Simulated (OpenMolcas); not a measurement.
**Single-point calculation, with input and output: OF₂ (charge +1) (part 1 of 2)**

OF₂, charge +1, multiplicity 4, computed with TPSS/cc-pVTZ, UKS (OpenMolcas 26.06).

The geometry is that of the parent species in another charge or spin state. The geometry comes from this level: PBE0-D4/def2-TZVP.

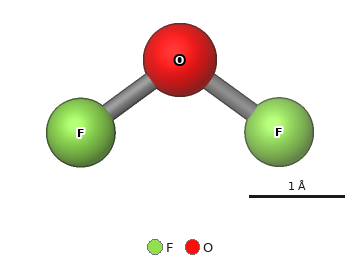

Figure 1. The input geometry (ball-and-stick view, seen on its broad side). Bond lengths as drawn: F–O 1.30 Å.

**Input**
```
* F2O Kohn-Sham DFT
&GATEWAY
BasLib=$CurrDir
Coord
3
angstrom
F        0.920200      -0.309010       0.473410
O        0.000640       0.505210       0.055670
F       -0.920840      -0.196190      -0.529090
Basis=cc-pVTZ
Group=NoSym
&SEWARD
GridInput
Grid=UltraFine
End of Grid
&SCF
UHF
Charge=1
Spin=4
KSDFT=2
1.0 MGGA_X_TPSS
1.0 MGGA_C_TPSS
Thresholds=1e-10 1e-07 1e-07 1e-05
PrOrbitals=1 1
```

Command:
```bash
export MOLCAS_MEM=1860
pymolcas mol.input > mol.log
```

**The program's output**
```
--- Start Module: gateway ---

                                              &GATEWAY

                       available to each process: 1.9 GB of memory, 1 thread

 Basis Set     1 Label: F.CC-PVTZ
 Basis set is read from library:.
 basistype.tbl is not found

 Basis Set     2 Label: O.CC-PVTZ
 Basis set is read from library:.
 basistype.tbl is not found

 Basis Set     3 Label: F.CC-PVTZ
 Basis set is read from library:.
 basistype.tbl is not found

++    Symmetry information:
      ---------------------

                    Character Table for C1

                             E
                    a        1  x, y, xy, Rz, z, xz, Ry, yz, Rx, I
--

++    Basis set information:
      ----------------------

      Basis set label: F.CC-PVTZ.........

      Electronic valence basis set:
      ------------------
      Associated Effective Charge   9.000000 au
      Associated Actual Charge      9.000000 au
      Nuclear Model: Point charge

      Shell  nPrim  nBasis  Cartesian Spherical Contaminant
         s      10       4        X
         p       5       3        X
         d       2       2                 X
         f       1       1                 X

      Basis set label: O.CC-PVTZ.........

      Electronic valence basis set:
      ------------------
      Associated Effective Charge   8.000000 au
      Associated Actual Charge      8.000000 au
      Nuclear Model: Point charge

      Shell  nPrim  nBasis  Cartesian Spherical Contaminant
         s      10       4        X
         p       5       3        X
         d       2       2                 X
         f       1       1                 X

      Basis set label: F.CC-PVTZ.........

      Electronic valence basis set:
      ------------------
      Associated Effective Charge   9.000000 au
      Associated Actual Charge      9.000000 au
      Nuclear Model: Point charge

      Shell  nPrim  nBasis  Cartesian Spherical Contaminant
         s      10       4        X
         p       5       3        X
         d       2       2                 X
         f       1       1                 X
--

++    Molecular structure info:
      -------------------------

                    ************************************************
                    **** Cartesian Coordinates / bohr, angstrom ****
                    ************************************************

     Center  Label                x              y              z                     x              y              z
        1      F1               1.738926      -0.583944       0.894615              0.920200      -0.309010       0.473410
        2      O2               0.001209       0.954709       0.105201              0.000640       0.505210       0.055670
        3      F3              -1.740135      -0.370745      -0.999835             -0.920840      -0.196190      -0.529090

                    ***************************************
                    *    InterNuclear Distances / bohr    *
                    ***************************************

               1 F1            2 O2            3 F3
    1 F1       0.000000
    2 O2       2.451588        0.000000
    3 F3       3.967148        2.451574        0.000000

                    *******************************************
                    *    InterNuclear Distances / angstrom    *
                    *******************************************

               1 F1            2 O2            3 F3
    1 F1       0.000000
    2 O2       1.297325        0.000000
    3 F3       2.099324        1.297317        0.000000

                    **************************************
                    *    Valence Bond Angles / degree    *
                    **************************************
                          Atom centers                 Phi
                      1 F1       2 O2       3 F3       108.02
--

            Nuclear Potential Energy             79.15529076 au

--- Stop Module: gateway /rc=_RC_ALL_IS_WELL_ ---

--- Start Module: seward ---

                                              &SEWARD

                       available to each process: 1.9 GB of memory, 1 thread

               SEWARD will generate:
                  Multipole Moment integrals up to order  2
                  Kinetic Energy integrals
                  Nuclear Attraction integrals (point charge)
                  One-Electron Hamiltonian integrals
                  Velocity integrals
                  Orbital angular momentum around ( -0.0001  -0.0531  -0.0059 )
                  Velocity quadrupole around ( -0.0001  -0.0531  -0.0059 )
                  Two-Electron Repulsion integrals

                   Integrals are discarded if absolute value <: 1.00E-14
                   Integral cutoff threshold is set to       <: 1.00E-16

            Nuclear Potential Energy             79.15529076 au

      Basis set specifications :
      Symmetry species         a
      Basis functions           90

--- Stop Module: seward /rc=_RC_ALL_IS_WELL_ ---
--- Module seward spent 2 seconds ---

--- Start Module: scf ---

                                                &SCF

                       available to each process: 1.9 GB of memory, 1 thread

++    Input section:
      --------------

      Header of the integral files:

      Cartesian coordinates in angstrom:
      -----------------------------------------------------
      No.  Label        X            Y            Z
      -----------------------------------------------------
       1   F1         0.92020000  -0.30901000   0.47341000
       2   O2         0.00064000   0.50521000   0.05567000
       3   F3        -0.92084000  -0.19619000  -0.52909000
      -----------------------------------------------------
      Nuclear repulsion energy =   79.15529076
--

++    Orbital specifications:
      -----------------------

      Symmetry species               1
                                     a
      Frozen orbitals                0
      Start temperature = 0.500
      End temperature   = 0.010
      Temperature Factor= 0.460
      Deleted orbitals               0
      Total number of orbitals      90
      Number of basis functions     90
--

      Molecular charge                           1.000

      Numerical integration parameters
      --------------------------------
      Radial quadrature type:                         MHL
      Size of radial grid:                            99
      Lebedev angular grid:                           41
      Angular grid pruned with the crowding factor:  1.00E+10
                                 and fading factor:  1.00E+01
      Screening threshold for integral computation:   1.00E-11
      Radial quadrature accuracy:                     1.00E-25
      Maximum batch size:                             128
      AO values are stored on disk
      The same grid will be used for all iterations.

      DFT functional specifications
      -----------------------------
      Using Libxc version: 6.2.2
      Please cite the following reference:
      S. Lehtola, C. Steigemann, M. J.T. Oliveira, and M. A.L. Marques.,  SoftwareX 7, 1–5 (2018) doi:10.1016/j.softx.2017.11.002

      * Tao, Perdew, Staroverov & Scuseria
        - J. Tao, J. P. Perdew, V. N. Staroverov, and G. E. Scuseria.,  Phys. Rev. Lett. 91, 146401 (2003) doi:10.1103/PhysRevLett.91.146401
      * Tao, Perdew, Staroverov & Scuseria
        - J. Tao, J. P. Perdew, V. N. Staroverov, and G. E. Scuseria.,  Phys. Rev. Lett. 91, 146401 (2003) doi:10.1103/PhysRevLett.91.146401

++    Optimization specifications:
      ----------------------------

      SCF Algorithm: Conventional USCF
      D(i)-D(i-1) density differences are used
      Number of density matrices in core                 5
      Maximum number of NDDO SCF iterations            400
      Maximum number of HF SCF iterations              400
      Threshold for SCF energy change             1.00E-10
      Threshold for density matrix                1.00E-07
      Threshold for Fock matrix                   1.00E-07
      Threshold for linear dependence             1.00E-09
      Threshold at which DIIS is turned on        1.50E-01
      Maximum depth in the DIIS procedure                5
      Maximum depth in the BFGS Hessian update          30
      Threshold at which QNR/C2DIIS is turned on  7.50E-02
      Threshold for Norm(delta) (QNR/C2DIIS)      1.00E-05
      All orbitals punched on: UHFORB
--

      Input vectors read from INPORB
      Orbital file label: *Guess orbitals

++ Convergence information
                               UHF [...]      iterations: Energy and convergence statistics

Iter     Tot. [...]      One-elec.       Two-elec.     Energy      Max Dij or  Max Fij      DNorm      TNorm      AccCon     Time
         Energy          Energy          Energy        Change      Delta Norm                                                in Sec.
   1  -272.682153497  -553.627740813   201.790296559   0.00E+00    2.16E-01*   1.81E+00*    7.88E+00   1.53E+02   None         2.
   2  -272.616482974  -555.818451556   204.046677825   6.57E-02*   1.24E-01*   1.08E-01*    4.55E+00   1.53E+02   EDIIS        2.
   3  -273.794053270  -558.028789148   205.079445121  -1.18E+00*   2.74E-01*   9.77E-02*    2.90E+00   1.54E+02   EDIIS        2.
   4  -273.749783241  -556.893458164   203.988384166   4.43E-02*   3.85E-01*   1.23E-01*    1.75E+00   1.53E+02   EDIIS        2.
   5  -273.870044121  -556.578280526   203.552945648  -1.20E-01*   1.59E-01*   7.14E-02*    1.57E+00   1.54E+02   EDIIS        2.
   6  -274.041615692  -557.863470161   204.666563713  -1.72E-01*   1.81E-01*   5.12E-02*    1.67E+00   1.54E+02   EDIIS        2.
   7  -274.032274972  -556.809985715   203.622419986   9.34E-03*   4.75E-02*   2.83E-02*    1.21E+00   1.54E+02   EDIIS        2.
   8  -274.070576660  -557.276341551   204.050474134  -3.83E-02*   5.19E-01*   1.98E-02*    6.07E-01   1.54E+02   EDIIS        2.
   9  -273.969079806  -557.296801566   204.172431004   1.01E-01*   4.58E-01*   1.12E-02*    1.71E+00   1.54E+02   EDIIS        2.
  10  -274.029124270  -557.297020401   204.112605375  -6.00E-02*   2.54E-01*   6.39E-03*    1.16E+00   1.54E+02   EDIIS        2.
  11  -274.058760508  -557.370798746   204.156747482  -2.96E-02*   3.42E-01*   6.92E-03*    9.45E-01   1.54E+02   EDIIS        2.
  12  -274.052686991  -557.381175263   204.173197516   6.07E-03*   4.83E-02*   4.34E-03*    8.88E-01   1.54E+02   EDIIS        2.

       Fermi aufbau procedure completed!
      nOcc(alpha)=   14
      nOcc(beta) =   11
```
